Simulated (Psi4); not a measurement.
# Run report: Si₄ (charge −3), energy and gradient calculation (part 2 of 2)

Si₄, charge −3, multiplicity 2; B3LYP/6-31G*, UKS (Psi4 1.11). The geometry is that of the parent species in another charge or spin state. The geometry comes from this level: GFN2-xTB.

Geometry of the input (Å):
```
Si 1.1921  0.0027  0.0771
Si -0.4644  0.3198  0.9985
Si -0.3479  0.7277  -0.8152
Si -0.3798  -1.0502  -0.2605
```

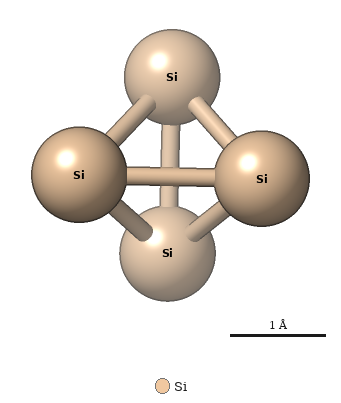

The structure as given in the input (ball-and-stick view, seen at a tilt).

**Log, continued**
```
       1A    -65.516909     2A    -65.508682     3A    -65.506911
       4A    -65.506881     5A     -4.691539     6A     -4.681940
       7A     -4.680354     8A     -4.677901     9A     -3.054505
      10A     -3.046513    11A     -3.046359    12A     -3.043937
      13A     -3.038956    14A     -3.038394    15A     -3.036213
      16A     -3.035433    17A     -3.034816    18A     -3.034160
      19A     -3.033049    20A     -3.032039    21A     -0.200060
      22A      0.131673    23A      0.140832    24A      0.141010
      25A      0.269452    26A      0.352787    27A      0.360023
      28A      0.365464    29A      0.369223

    Beta Virtual:

      30A      0.398186    31A      0.516989    32A      0.518829
      33A      0.520393    34A      0.582641    35A      0.582938
      36A      0.583529    37A      0.587597    38A      0.680925
      39A      0.691018    40A      0.691223    41A      0.704013
      42A      0.707228    43A      0.777865    44A      0.893284
      45A      0.904235    46A      0.904417    47A      0.917884
      48A      0.920045    49A      0.922799    50A      0.925072
      51A      0.940223    52A      0.940256    53A      1.038680
      54A      1.039502    55A      1.040369    56A      1.147325
      57A      1.167350    58A      1.170478    59A      1.361388
      60A      1.363763    61A      1.377457    62A      1.384752
      63A      1.411123    64A      1.415187    65A      1.487140
      66A      1.487327    67A      1.826433    68A      1.862554
      69A      1.862756    70A      1.926576    71A      1.928147
      72A      1.951645    73A      3.555754    74A      3.559420
      75A      3.563833    76A      3.594436

    Final Occupation by Irrep:
              A
    DOCC [    29 ]
    SOCC [     1 ]
    NA   [    30 ]
    NB   [    29 ]

  @UKS Final Energy: -1157.06741063819527

   => Energetics <=

    Nuclear Repulsion Energy =            328.9558808497199038
    One-Electron Energy =               -2292.9868793789346455
    Two-Electron Energy =                 875.3153996351732076
    DFT Exchange-Correlation Energy =     -68.3518117441536788
    Empirical Dispersion Energy =           0.0000000000000000
    VV10 Nonlocal Energy =                  0.0000000000000000
    Total Energy =                      -1157.0674106381952697

  UHF NO Occupations:
  HONO-2 :   28  A 1.9992713
  HONO-1 :   29  A 1.9987842
  HONO-0 :   30  A 1.0000000
  LUNO+0 :   31  A 0.0012158
  LUNO+1 :   32  A 0.0007287
  LUNO+2 :   33  A 0.0002370
  LUNO+3 :   34  A 0.0001492

Computation Completed

Properties will be evaluated at   0.000000,   0.000000,   0.000000 [a0]

Properties computed using the SCF density matrix

 Multipole Moments:

 ------------------------------------------------------------------------------------
     Multipole            Electronic (a.u.)      Nuclear  (a.u.)        Total (a.u.)
 ------------------------------------------------------------------------------------

 L = 1.  Multiply by 2.5417464519 to convert [e a0] to [Debye]
 Dipole X            :         -0.0477241            0.0000000           -0.0477241
 Dipole Y            :         -0.4738019            0.0000000           -0.4738019
 Dipole Z            :          0.2176469           -0.0000000            0.2176469
 Magnitude           :                                                    0.5235800

 ------------------------------------------------------------------------------------

	total time  =         49 seconds =       0.82 minutes

         ------------------------------------------------------------
                                   SCF GRAD
         ------------------------------------------------------------

  ==> Geometry <==

    Molecular point group: c1
    Full point group: C1

    Geometry (in Angstrom), charge = -3, multiplicity = 2:

       Center              X                  Y                   Z               Mass
    ------------   -----------------  -----------------  -----------------  -----------------
         SI          -0.382102533906     0.548457478798    -0.990037431484    27.976926534650
         SI          -0.382102533906     0.548457478798     0.931790568516    27.976926534650
         SI          -0.382102533906    -1.080825644225     0.029067478008    27.976926534650
         SI           1.146307601718    -0.016089313371     0.029179384961    27.976926534650

  Nuclear repulsion =  328.955880849719904

  ==> Basis Set <==

  Basis Set: 6-31G*
    Blend: 6-31G*
    Number of shells: 32
    Number of basis functions: 76
    Number of Cartesian functions: 76
    Spherical Harmonics?: false
    Max angular momentum: 2

  ==> DirectJKGrad: Integral-Direct SCF Gradients <==

    Gradient:                    1
    J tasked:                  Yes
    K tasked:                  Yes
    wK tasked:                  No
    Integrals threads:           1
    Schwarz Cutoff:          1E-12

  ==> DFT Potential <==

   => LibXC <=

    Version 7.1.2

   => Composite Functional: B3LYP <=

    B3LYP Hyb-GGA Exchange-Correlation Functional

    Deriv               =              1
    GGA                 =           TRUE
    Meta                =          FALSE

    Exchange Hybrid     =           TRUE
    MP2 Hybrid          =          FALSE

   => Exchange Functionals <=

    0.0800   Slater exchange
    0.7200         Becke 88

   => Exact (HF) Exchange <=

    0.2000               HF

   => Correlation Functionals <=

    0.1900   Vosko, Wilk & Nusair (VWN5_RPA)
    0.8100   Lee, Yang & Parr

   => LibXC Density Thresholds  <==

    XC_HYB_GGA_XC_B3LYP:  1.00E-15

   => Molecular Quadrature <=

    Radial Scheme          =       TREUTLER
    Pruning Scheme         =           NONE
    Nuclear Scheme         =       TREUTLER

    Blocking Scheme        =         OCTREE
    BS radius alpha        =              1
    Pruning alpha          =              1
    Radial Points          =             99
    Spherical Points       =            590
    Total Points           =         215317
    Total Blocks           =           1699
    Max Points             =            256
    Max Functions          =             74
    Weights Tolerance      =       1.00E-15

  -Total Gradient:
     Atom            X                  Y                   Z
    ------   -----------------  -----------------  -----------------
       1        0.143501743075    -0.182346952584     0.356991834291
       2        0.173493953430    -0.242117863488    -0.381500738917
       3        0.167002031775     0.423712207265     0.017758876153
       4       -0.483998078085     0.000748341088     0.006754587532

	total time  =          7 seconds =       0.12 minutes

Properties will be evaluated at   0.000000,   0.000000,   0.000000 [a0]
OEProp: No title given, name of density matrix used for the following properties is 'SCF alpha density'

 Multipole Moments:

 ------------------------------------------------------------------------------------
     Multipole            Electronic (a.u.)      Nuclear  (a.u.)        Total (a.u.)
 ------------------------------------------------------------------------------------

 L = 1.  Multiply by 2.5417464519 to convert [e a0] to [Debye]
 Dipole X            :         -0.0477241            0.0000000           -0.0477241
 Dipole Y            :         -0.4738019            0.0000000           -0.4738019
 Dipole Z            :          0.2176469           -0.0000000            0.2176469
 Magnitude           :                                                    0.5235800

 L = 2.  Multiply by 1.3450342976 to convert [e a0^2] to [Debye ang]
 Quadrupole XX       :       -153.8202750           87.5924858          -66.2277891
 Quadrupole XY       :          1.9329733           -1.2294283            0.7035450
 Quadrupole XZ       :         -3.1543041            2.2296763           -0.9246278
 Quadrupole YY       :       -152.5468128           88.4936938          -64.0531190
 Quadrupole YZ       :          3.2052444           -3.1912889            0.0139555
 Quadrupole ZZ       :       -160.0024761           92.4957853          -67.5066908
 Traceless XX        :          1.6362463           -1.9348358           -0.2985895
 Traceless YY        :          2.9097085           -1.0336279            1.8760806
 Traceless ZZ        :         -4.5459548            2.9684636           -1.5774911

 ------------------------------------------------------------------------------------
  Mulliken Charges: (a.u.)
   Center  Symbol    Alpha    Beta     Spin     Total
       1    SI     7.45196  7.34641  0.10555 -0.79837
       2    SI     7.47495  7.25747  0.21748 -0.73242
       3    SI     7.59851  7.13827  0.46024 -0.73678
       4    SI     7.47458  7.25785  0.21673 -0.73243

   Total alpha = 30.00000, Total beta = 29.00000, Total charge = -3.00000

  Wiberg Bond Indices using Orthogonal Lowdin Orbitals:

  Total Bond Index:
  Irrep: 1 Size: 4 x 4

                 1                   2                   3                   4

    1     0.00000000000000     1.28747499460582     1.31142313865850     1.31228836438480
    2     1.28747499460582     0.00000000000000     1.41712653116261     1.39066829026212
    3     1.31142313865850     1.41712653116261     0.00000000000000     1.42350675819518
    4     1.31228836438480     1.39066829026212     1.42350675819518     0.00000000000000

  Alpha Contribution:
  Irrep: 1 Size: 4 x 4

                 1                   2                   3                   4

    1     0.00000000000000     0.64789715140182     0.65989818186580     0.66098986488331
    2     0.64789715140182     0.00000000000000     0.67246670436694     0.68301419352475
    3     0.65989818186580     0.67246670436694     0.00000000000000     0.67659115561621
    4     0.66098986488331     0.68301419352475     0.67659115561621     0.00000000000000

  Beta Contribution:
  Irrep: 1 Size: 4 x 4

                 1                   2                   3                   4

    1     0.00000000000000     0.63957784320400     0.65152495679270     0.65129849950148
    2     0.63957784320400     0.00000000000000     0.74465982679567     0.70765409673737
    3     0.65152495679270     0.74465982679567     0.00000000000000     0.74691560257897
    4     0.65129849950148     0.70765409673737     0.74691560257897     0.00000000000000

  Atomic Valences:

 #  #
 Irrep: 1
      1:    3.911186497649122
      2:    4.095269816030553
      3:    4.152056428016293
      4:    4.126463412842102

    Psi4 run time: 0:00:55.98
```

**Results in brief**

```csv
quantity,value
outcome,converged
total energy,−1157.067411 hartree
basis functions,76
largest force,24.891 eV/Å
⟨S²⟩,0.755
hardware,"1 thread of AMD EPYC (Zen 3), 192 GiB of memory available, shared host"
wall time,58 s
peak memory,0.69 GiB
```

**Notes**

The record of the run, not the program, notes: unbound anion.
